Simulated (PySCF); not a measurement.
Molecule: Zn(SiH3)(SiMe3), SMILES C[Si]([Zn][SiH3])(C)C (C3H12Si2Zn), singlet. Atoms near the plane z = 0.0 Å, at the GFN2-xTB optimised geometry (x, y, z in Å): Si2 (-0.6, -0.7, 0.0), H3 (-0.9, 0.7, 0.0), H5 (0.9, -0.7, 0.0).

Method: B3LYP/def2-SVP run with PySCF. Cells within 0.4 Å of a nucleus heavier than hydrogen are left out (blank, or x). The values are rescaled to run from 0 to 1.

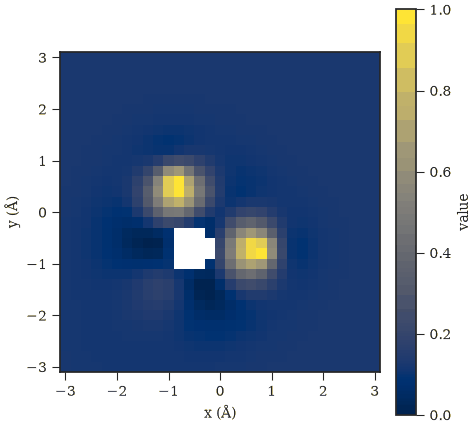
a field on the plane z = 0.0 Å.

### Question
Which quantity is mapped?
(A) an orbital amplitude
(B) electrostatic potential
(C) log10 of the electron density
(D) deformation density (molecule minus spherical neutral atoms)

### Answer
D, deformation density (molecule minus spherical neutral atoms). In full: deformation density (molecule minus spherical neutral atoms) (e/bohr³).
